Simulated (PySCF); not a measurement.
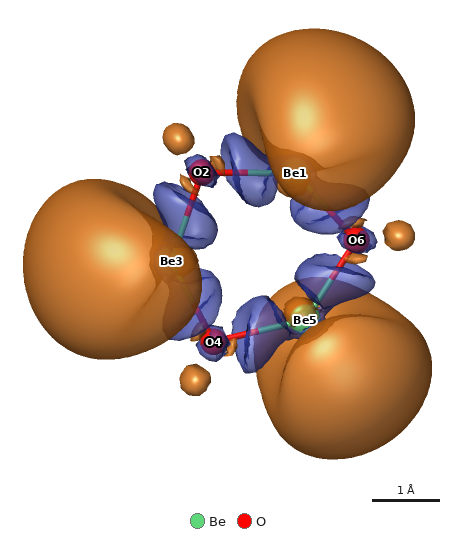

*(BeO)3 ring (Be₃O₃). Fukui function f⁺ = ρ(N+1) − ρ(N) at fixed geometry, surfaces at ±0.006 e/Å³ (orange positive, blue negative).*

PySCF calculation, BLYP/def2-TZVP, gas phase; geometry: GFN2-xTB. No frequency check shows the geometry to be a minimum. GFN2-xTB bond lengths at metals and heavier atoms can be off by up to 0.1 Å and shapes distorted, which carries into these values.

Coordinates in Å:

```
Be1     -0.6186    1.1592    0.0000
O2      -1.5173    0.0508    0.0000
Be3     -0.6946   -1.1153    0.0000
O4       0.7147   -1.3395    0.0000
Be5      1.3132   -0.0439    0.0000
O6       0.8026    1.2887    0.0000
```

**Which atoms respond most to the addition of an electron?**

f⁺ (Hirshfeld-condensed) is largest on Be1, Be3 and Be5 (0.30 each); the vertical electron affinity is 0.20 eV (the stability of the anion's solution wasn't checked; the anion's highest orbital has positive energy, so this value and f⁺ depend on the basis). Condensed values hint at sites of nucleophilic attack but needn't mark the atom that reacts. Orbital relaxation makes it negative in places (0.06 e in all).

```csv
atom,f⁺,charge
Be1,+0.30,+0.45
O2,+0.03,−0.45
Be3,+0.30,+0.45
O4,+0.03,−0.45
Be5,+0.30,+0.45
O6,+0.03,−0.45
```

Run time: 4.8 min on 1 thread of Arm Neoverse V2, on a shared host, peak memory 0.6 GiB.
